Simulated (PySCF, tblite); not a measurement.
# C5H4O: dynamics, then NMR shifts on frames

Aim: move C5H4O (`C=Cc1cc1=O`) away from its starting geometry and see how NMR shifts follow the geometry.

The runs use tblite 0.8.0 and PySCF 2.14.0, with density-fitted response routines of our own; the level of theory stands in each step. All values are computed, except where a source is named. Atoms count from 0, in the outputs and in this text.

### Step 1. Starting geometry

10 atoms, charge 0, multiplicity 1; geometry from: GFN2-xTB.

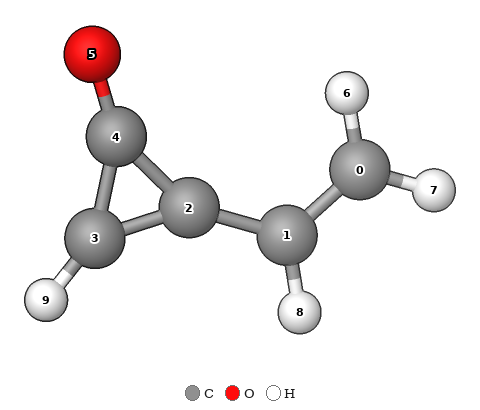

As it starts; carbon grey, oxygen red, hydrogen white, atoms numbered; sticks join atoms by distance.

### Step 2. A short Langevin run with GFN2-xTB

Job settings and geometry (Å):

```
{"job": {"kind": "md", "xc": "GFN2-xTB", "basis": "xTB", "temperature": 200, "steps": 2000, "every": 50, "frames": 5}, "charge": 0, "multiplicity": 1}
C     -1.806363     0.386314    -0.284787
C     -0.880479    -0.540445    -0.044015
C      0.499819    -0.204924     0.089716
C      1.761952    -0.664214     0.311598
C      1.586815     0.734614     0.104831
O      2.014323     1.846063     0.013214
H     -1.537227     1.424895    -0.385783
H     -2.848367     0.135697    -0.387223
H     -1.143190    -1.586918     0.058911
H      2.361599    -1.526428     0.501009
```

Method: GFN2-xTB Langevin dynamics, gas phase.

Run with:

```sh
$ OMP_NUM_THREADS=1 python probes_run.py task.json out
```

The driver reads the jobs from task.json and runs them one after another.

What it wrote:

```text
t/fs     T/K      E/eV
    0.0   169.5   -453.86913
   25.0    75.4   -453.71640
   50.0   204.1   -453.76727
   75.0   145.7   -453.73823
  100.0   119.5   -453.68889
  125.0   169.4   -453.75755
  150.0   106.6   -453.70808
  175.0   106.5   -453.70648
  200.0   119.2   -453.63711
  225.0   134.6   -453.69495
  250.0   157.9   -453.67280
  275.0   179.1   -453.75141
  300.0   119.2   -453.64856
  325.0   148.9   -453.68754
  350.0   165.9   -453.65340
  375.0   136.6   -453.59021
  400.0   201.3   -453.67488
  425.0   148.8   -453.68847
  450.0   187.4   -453.74325
  475.0   131.9   -453.62756
  500.0   180.1   -453.71690
  525.0   176.6   -453.62182
  550.0   183.6   -453.62553
  575.0   150.3   -453.63659
  600.0   183.2   -453.64732
  625.0   178.2   -453.54168
  650.0   121.8   -453.53453
  675.0   230.8   -453.59260
  700.0   232.2   -453.56267
  725.0   173.5   -453.63123
  750.0   195.2   -453.66113
  775.0   185.2   -453.62567
  800.0   183.9   -453.71135
  825.0   193.8   -453.70001
  850.0   201.4   -453.70420
  875.0   248.9   -453.75842
  900.0   235.0   -453.77086
  925.0   218.6   -453.74887
  950.0   238.9   -453.75077
  975.0   227.8   -453.72608
 1000.0   214.3   -453.71019
```

Wall time 4.8 s (1 thread of Arm Neoverse V2, shared host); peak memory 0.18 GiB.

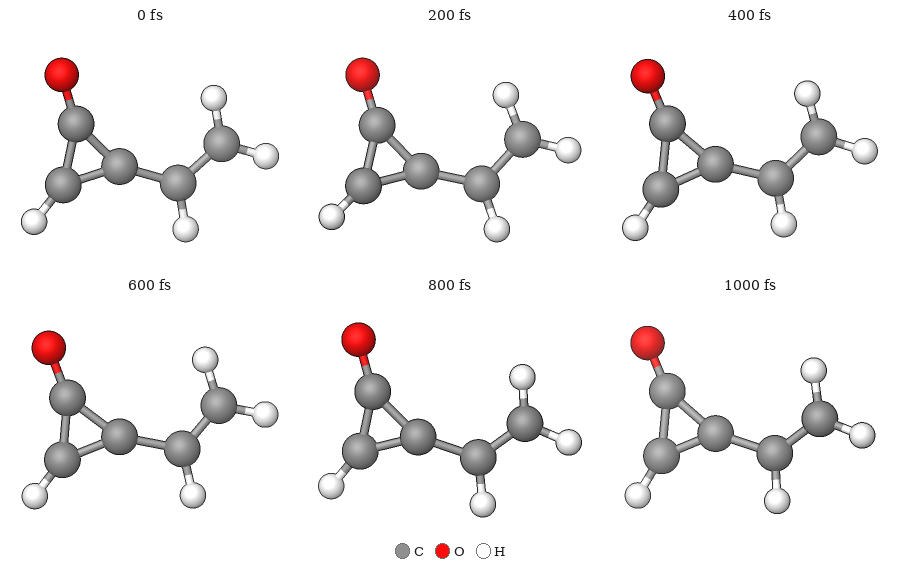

Frames of the run.

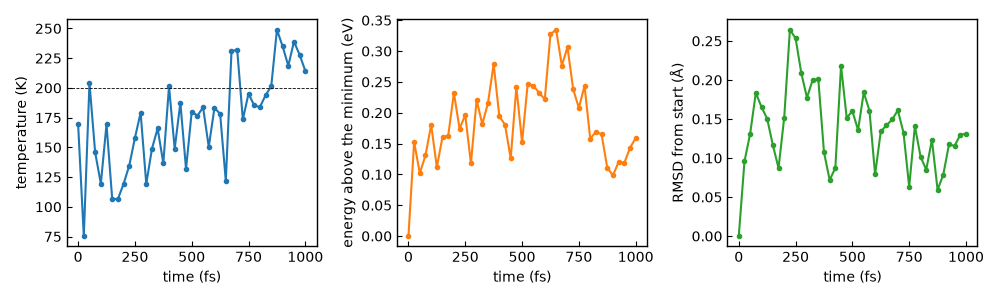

Temperature, potential energy and distance from the start.

Positions (Å) and forces (eV/Å) at 1000 fs:

```xyz
10

C    -2.246    0.584   -0.860    0.440    0.835    0.234
C    -1.418   -0.251   -0.238    0.510    0.010   -0.089
C    -0.243    0.132    0.508   -0.054    0.966    0.386
C     0.811   -0.431    1.142    0.008    1.743    0.240
C     0.727    1.038    1.159   -0.811   -2.844   -1.167
O     1.177    2.114    1.363    0.100    0.496    0.314
H    -2.091    1.673   -0.751   -0.201   -0.759   -0.142
H    -3.051    0.261   -1.498   -0.001   -0.028    0.169
H    -1.490   -1.328   -0.325   -0.297   -0.066   -0.102
H     1.256   -1.355    1.387    0.306   -0.355    0.158
```

### Step 3. Shielding tensors: 250 fs, PBE0/pcSseg-1

Job settings and geometry (Å):

```
{"job": {"kind": "nmr", "xc": "PBE0", "basis": "pcSseg-1", "pop": false}, "charge": 0, "multiplicity": 1}
C     -1.752400     0.506600    -0.536600
C     -1.051100    -0.505500    -0.111000
C      0.344600    -0.301900     0.209800
C      1.636700    -0.740500     0.189000
C      1.408500     0.640700     0.459300
O      1.766300     1.770200     0.632300
H     -1.368000     1.523000    -0.624700
H     -2.750400     0.292100    -0.952400
H     -1.408300    -1.530800     0.043300
H      2.143900    -1.660300     0.115800
```

Method: GIAO PBE0/pcSseg-1 NMR shielding, non-relativistic, gas phase.

What it wrote:

```text
coarse grid: 9000 points
cycle   1  E = -267.5339330943  dE =  1.203e+00  |g| = 7.672e-01  |ddm| = 3.066e+00
cycle   2  E = -267.0551812690  dE =  4.788e-01  |g| = 1.720e+00  |ddm| = 3.138e+00
cycle   3  E = -267.6509366865  dE = -5.958e-01  |g| = 1.296e-01  |ddm| = 2.352e+00
cycle   4  E = -267.6547051245  dE = -3.768e-03  |g| = 5.104e-02  |ddm| = 1.836e-01
cycle   5  E = -267.6553171723  dE = -6.120e-04  |g| = 1.600e-02  |ddm| = 5.129e-02
cycle   6  E = -267.6553736081  dE = -5.644e-05  |g| = 4.485e-03  |ddm| = 1.596e-02
cycle   7  E = -267.6553785949  dE = -4.987e-06  |g| = 1.224e-03  |ddm| = 5.033e-03
final grid: 88736 points
cycle   8  E = -267.7025848444  dE = -3.468e-06  |g| = 1.141e-02  |ddm| = 2.740e-02
cycle   9  E = -267.7025186738  dE =  6.617e-05  |g| = 2.189e-02  |ddm| = 3.194e-02
cycle  10  E = -267.7026101672  dE = -9.149e-05  |g| = 1.909e-03  |ddm| = 2.301e-02
cycle  11  E = -267.7026109807  dE = -8.135e-07  |g| = 3.414e-04  |ddm| = 1.882e-03
cycle  12  E = -267.7026110080  dE = -2.729e-08  |g| = 1.167e-04  |ddm| = 3.786e-04
cycle  13  E = -267.7026110114  dE = -3.409e-09  |g| = 2.707e-05  |ddm| = 1.382e-04
cycle  14  E = -267.7026110115  dE = -1.730e-10  |g| = 6.465e-06  |ddm| = 3.543e-05
converged SCF energy = -267.7026110115

GIAO shielding tensors (ppm)
atom      isotropic    diamagn.    paramagn.     s11        s22        s33       span
  0 C       47.485     254.766    -207.281    -63.711     42.230    163.935    227.646
  1 C       60.286     255.154    -194.868    -47.298     69.105    159.052    206.350
  2 C        3.249     255.090    -251.841   -111.034    -63.618    184.399    295.433
  3 C       35.688     259.153    -223.465    -67.540    -15.867    190.471    258.010
  4 C       35.266     248.570    -213.304    -82.259     64.183    123.876    206.135
  5 O       10.232     398.646    -388.414   -249.741   -169.421    449.859    699.601
  6 H       24.722      30.797      -6.074     22.302     24.107     27.758      5.456
  7 H       25.226      27.636      -2.411     22.870     24.632     28.175      5.305
  8 H       24.697      29.442      -4.746     22.925     24.267     26.897      3.972
  9 H       23.642      33.319      -9.677     22.688     23.045     25.193      2.505
```

Wall time 9.3 s (1 thread of Arm Neoverse V2, shared host); peak memory 0.54 GiB.

Shifts follow as δ = σ(reference) − σ, with reference shieldings (ppm) from runs at the same level and on the same kind of geometry: 1H TMS 31.72, 13C TMS 186.9, 17O H2O 336.1. The references are single molecules in the gas phase, so shifts against H2O, NH3, PH3, H3PO4 or CFCl3 are not on the usual liquid scales and can be off by tens of ppm. Each atom is listed at this fixed geometry, with no averaging over motion; a spectrum would average atoms that exchange fast.

```
atoms  σ (ppm)  δ (ppm)
   C2      3.2    183.7
   C4     35.3    151.7
   C3     35.7    151.2
   C0     47.5    139.4
   C1     60.3    126.6
   H9    23.64     8.08
   H8    24.70     7.02
   H6    24.72     6.99
   H7    25.23     6.49
   O5     10.2    325.8
```

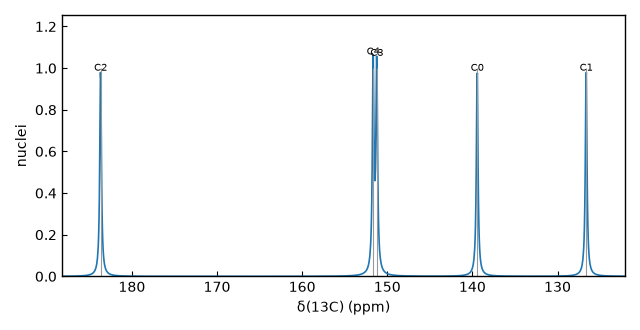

13C lines at the computed shifts, without couplings. Lines are broadened to a width of 0.23 ppm (Lorentzian).

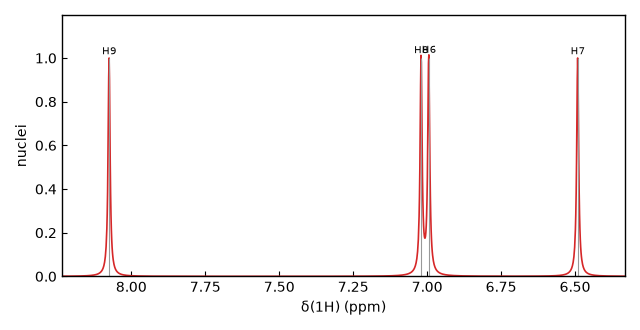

1H lines at the computed shifts, without couplings. Lines are broadened to a width of 0.01 ppm (Lorentzian).

Ring of atoms C2, C3, C4: NICS(0) -18.0, NICS(1) -9.3, NICS(1)zz -12.6 ppm (means of both faces).

In rings of three or four atoms NICS is ruled by the nearby σ bonds, so it says little on aromaticity.

The fields below are evaluated on a grid from the run's orbitals.

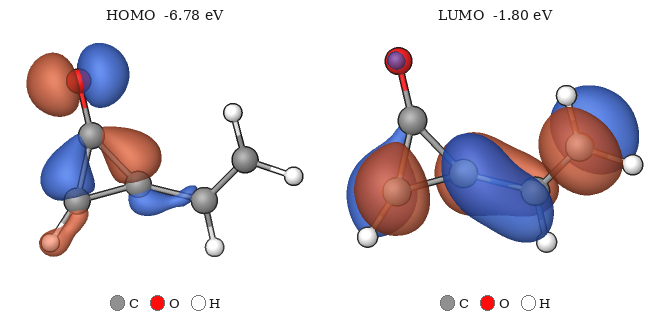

Frontier orbitals at PBE0/pcSseg-1; each surface holds 70 % of the orbital's density, blue and red mark the sign.

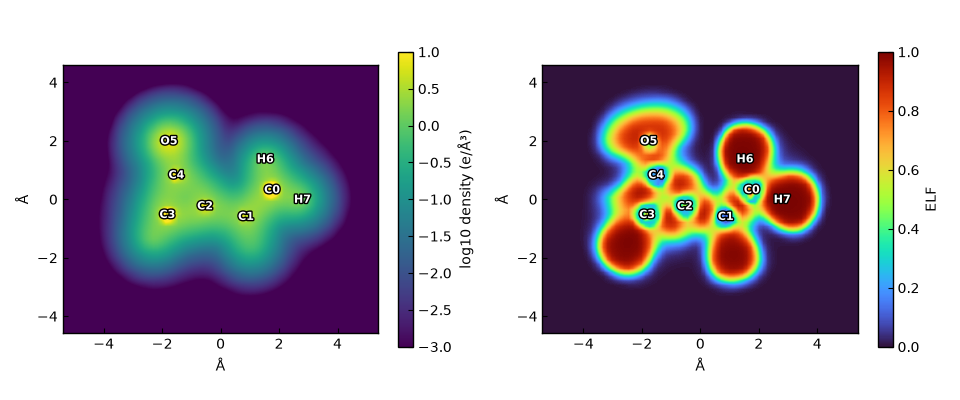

Density (left) and ELF (right) in a plane through or near 8 of the atoms.

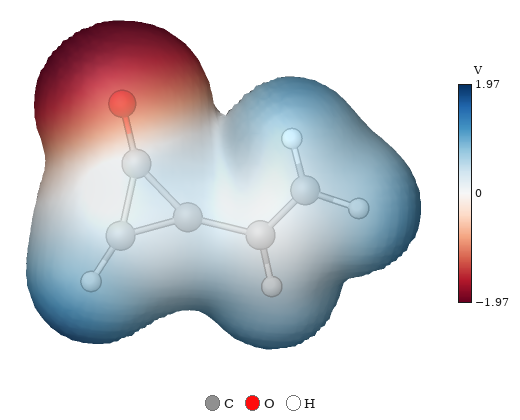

Electrostatic potential on the surface of density 0.002 e/bohr³; red is low, blue high. It runs, from the 1st to the 99th percentile, from -1.97 V near O5 to 1.39 V near H9.

### Step 4. Shielding tensors: 425 fs, PBE0/pcSseg-1

Job settings and geometry (Å):

```
{"job": {"kind": "nmr", "xc": "PBE0", "basis": "pcSseg-1", "pop": false}, "charge": 0, "multiplicity": 1}
C     -1.884200     0.379200    -0.454000
C     -1.014000    -0.652600    -0.262900
C      0.340500    -0.449900     0.159700
C      1.511400    -0.987500     0.564400
C      1.454300     0.429400     0.383200
O      1.905800     1.568000     0.466100
H     -1.540600     1.402200    -0.224800
H     -2.906700     0.133400    -0.671600
H     -1.409000    -1.667700    -0.266000
H      2.070100    -1.865700     0.828100
```

Level: GIAO PBE0/pcSseg-1 NMR shielding, non-relativistic, gas phase.

What it wrote:

```text
coarse grid: 9000 points
cycle   1  E = -267.5361082223  dE =  1.096e+00  |g| = 7.667e-01  |ddm| = 3.066e+00
cycle   2  E = -266.8063867176  dE =  7.297e-01  |g| = 1.984e+00  |ddm| = 3.334e+00
cycle   3  E = -267.6530458640  dE = -8.467e-01  |g| = 1.510e-01  |ddm| = 2.610e+00
cycle   4  E = -267.6576081716  dE = -4.562e-03  |g| = 8.435e-02  |ddm| = 2.373e-01
cycle   5  E = -267.6592830568  dE = -1.675e-03  |g| = 2.596e-02  |ddm| = 9.425e-02
cycle   6  E = -267.6594189765  dE = -1.359e-04  |g| = 9.637e-03  |ddm| = 2.910e-02
cycle   7  E = -267.6594403127  dE = -2.134e-05  |g| = 3.381e-03  |ddm| = 1.064e-02
cycle   8  E = -267.6594434974  dE = -3.185e-06  |g| = 6.010e-04  |ddm| = 4.897e-03
final grid: 88736 points
cycle   9  E = -267.7063580391  dE = -1.611e-06  |g| = 1.163e-02  |ddm| = 2.652e-02
cycle  10  E = -267.7062779860  dE =  8.005e-05  |g| = 2.350e-02  |ddm| = 3.425e-02
cycle  11  E = -267.7063844380  dE = -1.065e-04  |g| = 1.879e-03  |ddm| = 2.501e-02
cycle  12  E = -267.7063852345  dE = -7.964e-07  |g| = 3.653e-04  |ddm| = 1.947e-03
cycle  13  E = -267.7063852662  dE = -3.168e-08  |g| = 1.264e-04  |ddm| = 4.236e-04
cycle  14  E = -267.7063852702  dE = -4.037e-09  |g| = 2.745e-05  |ddm| = 1.518e-04
cycle  15  E = -267.7063852704  dE = -1.831e-10  |g| = 6.665e-06  |ddm| = 3.294e-05
converged SCF energy = -267.7063852704

GIAO shielding tensors (ppm)
atom      isotropic    diamagn.    paramagn.     s11        s22        s33       span
  0 C       29.759     256.073    -226.314   -103.947     32.543    160.681    264.628
  1 C       52.325     254.342    -202.016    -72.058     68.578    160.456    232.514
  2 C       15.355     253.815    -238.460   -104.484    -32.151    182.701    287.185
  3 C       34.381     258.584    -224.204    -70.589    -15.004    188.735    259.325
  4 C       25.877     245.412    -219.534    -91.926     40.712    128.846    220.771
  5 O      -18.894     398.674    -417.568   -315.483   -201.894    460.695    776.178
  6 H       23.932      30.865      -6.933     20.128     23.660     28.009      7.880
  7 H       24.525      28.831      -4.307     20.441     25.016     28.118      7.677
  8 H       24.733      29.631      -4.898     22.895     23.137     28.167      5.272
  9 H       22.993      32.519      -9.526     20.055     24.219     24.706      4.651
```

Wall time 6.3 s (1 thread of Arm Neoverse V2, shared host); peak memory 0.55 GiB.

This run: δ C2 171.6, C4 161.0, C0 157.2, C3 152.5, H9 8.72, H6 7.78 ppm.

[end of part 1 of 2]
